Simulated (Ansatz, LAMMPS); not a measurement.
# Amorphous 43ZrO2-57SiO2 (mol %) (84 atoms), relaxed: mesh and functional compared

Which bonds does the relaxation leave, and how do the Kohn-Sham gap, forces and pressure change with k-mesh and functional?

Calculated with Ansatz 0.2.0: Kohn-Sham DFT, PBE, PAW (set soft_2), plane waves; cutoff 420 eV, Γ point, fermi-dirac smearing of 0.025 eV.

**The cell**

Density at the start: 3.38 g/cm³. The cell holds 84 atoms: 12 Zr, 16 Si and 56 O. Cell: a = 10.620 Å, b = 10.620 Å, c = 10.620 Å, α = 90.0°, β = 90.0°, γ = 90.0°. 84 atoms (12 Zr, 16 Si, 56 O) placed at random at 3.38 g/cm³, melted at 5000 K for 10 ps at fixed volume with the Morse and Coulomb pair potential with partial charges (Pedone, Malavasi, Menziani, Cormack and Segre, J. Phys. Chem. B 110, 11780 (2006)). Quenched from 5000 K to 300 K at 50 K/ps and fixed volume, held 5 ps, then minimised at fixed cell.

Cell and atoms were relaxed with PBE. The walk converged after 9 steps by the program's count, with a largest force component of 0.0306 eV/Å; it began at an r.m.s. force component of 0.96 eV/Å. The edges went from 10.620, 10.620, 10.620 to 10.787, 10.392, 10.476 Å, and the volume from 14.260 to 13.952 Å³ an atom (-2.2 %).

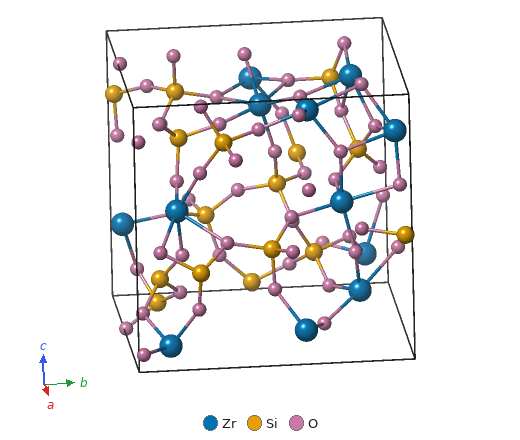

The relaxed cell. Bonds to atoms that aren't drawn are left out. Some periodic images of atoms are drawn too.

The input of the reference single point:

```yaml
crystal:
  lattice:
    - [10.78163, 0.2518, 0.21136]
    - [0.2518, 10.38915, 0.0679]
    - [0.21136, 0.0679, 10.47361]
  atoms:
    - { symbol: Zr, position: [0.84379, 0.13094, 0.04759] }
    - { symbol: Zr, position: [0.03826, 0.51383, 0.80793] }
    - { symbol: Zr, position: [0.63305, 0.83975, 0.16191] }
    - { symbol: Zr, position: [0.69207, 0.17754, 0.51094] }
    [... 78 atom lines left out ...]
    - { symbol: O, position: [0.06477, 0.27797, 0.36796] }
    - { symbol: O, position: [0.51331, 0.77032, 0.54919] }
kpoints:
  mp_grid: { grid: [1, 1, 1] }
hamiltonian:
  xc: pbe
scf:
  occupations: { method: fermi_dirac, width: 0.025 }
output:
  forces: true
  stress: true
  populations: true
  dos:
    method: { smearing: { sigma: 0.08 } }
    de: 0.05
    projected: { site_lists: { O: [O], Si: [Si], Zr: [Zr] } }
  eigenvalues: true
  write_density: true
  write_potential: true
  volumetric_format: npy
```

**Bonds after relaxation**

Bonds by pair of elements; cutoffs follow the first minimum of g(r), held within bounds set by covalent radii, and pairs that aren't listed don't count as bonded:

```tsv
pair A-B	cutoff (Å)	bonds	mean length (Å)	spread (Å)	shortest (Å)	B about A	A about B
O-Si	2.12	64	1.64	0.031	1.59	1.14	4
O-Zr	2.98	71	2.15	0.18	1.93	1.27	5.92
```

How many atoms have how many bonded neighbours:

```tsv
element	mean	2	3	4	5	6	7
O	2.41	34	21	1	0	0	0
Si	4	0	0	16	0	0	0
Zr	5.92	0	0	0	2	9	1
```

**Levels of theory**

Single points at the relaxed geometry:

| functional | k-mesh | Kohn-Sham gap (eV) | pressure (GPa) | r.m.s. force component (eV/Å) | SCF cycles | time |
| --- | --- | --- | --- | --- | --- | --- |
| PBE | 1×1×1 | 3.880 | 0.01 | 0.008 | 10 | 23 s |
| PBE | 2×2×2 | 3.844 | 0.02 | 0.012 | 10 | 3.5 min |
| HSE06 | 1×1×1 | 5.490 | -4.98 | 0.178 | 20 | 6.3 min |
| r2SCAN | 1×1×1 | 4.341 | -4.12 | 0.155 | 11 | 59 s |
| PBEsol | 1×1×1 | 3.833 | -3.62 | 0.065 | 11 | 24 s |

The gap is that between the highest filled and lowest empty Kohn-Sham level on the run's k-points. Cutoffs: 420 eV for PBE, HSE06 and PBEsol; 500 eV for r2SCAN. Times come from shared hosts and are rough.

**Findings**

By these cutoffs 61 % of O atoms have 2, 100 % of Si atoms have 4 and 75 % of Zr atoms have 6 neighbours. The Kohn-Sham gap is 3.88 eV with PBE on the 1×1×1 mesh and 3.84 eV on 2×2×2. On the 1×1×1 mesh HSE06 changes the gap by +1.61 eV against PBE. Carrying that shift over to the 2×2×2 mesh gives 3.84 + 1.61 = 5.45 eV, an estimate that takes the shift to be alike at all k-points. On the reference's mesh the gap changes with r2SCAN by +0.46 eV and PBEsol by -0.05 eV. Against the reference the pressure changes with HSE06 by -5.0 GPa, r2SCAN by -4.1 GPa and PBEsol by -3.6 GPa; a negative change means a smaller volume than PBE would take. The denser mesh moves the energy by -0.4 meV/atom and the pressure by +0.01 GPa.

Limits: All single points share the geometry relaxed with PBE. The volume changed by -2.2 % on relaxing; in so small a cell, on this mesh and at this cutoff, the relaxed density is rough. One sample; tail or defect levels can set the gap of a disordered cell. The quench rate of 50 K/ps is many orders above laboratory rates, so the cell is likely richer in defects and strain than a real sample. The network of bonds at the start is that of the classical potential that made the cell, and needn't be the one that DFT or experiment would give. In some runs the program notes that the exchange-correlation potential is rough where the density is thin, it cut back its work space to fit the memory limit, the exchange threshold is loose for the stress and the SCF threshold is loose for the stress.

[Logs are printed without paths, hosts, clocks, repeated set-up lines and the standing remarks that a program may print on its own settings, such as how far it seeks lower states.]

[Hosts, paths, dates, database ids (printed as entryN), source tags and the programs' standing remarks are cut or masked in the printed files.]
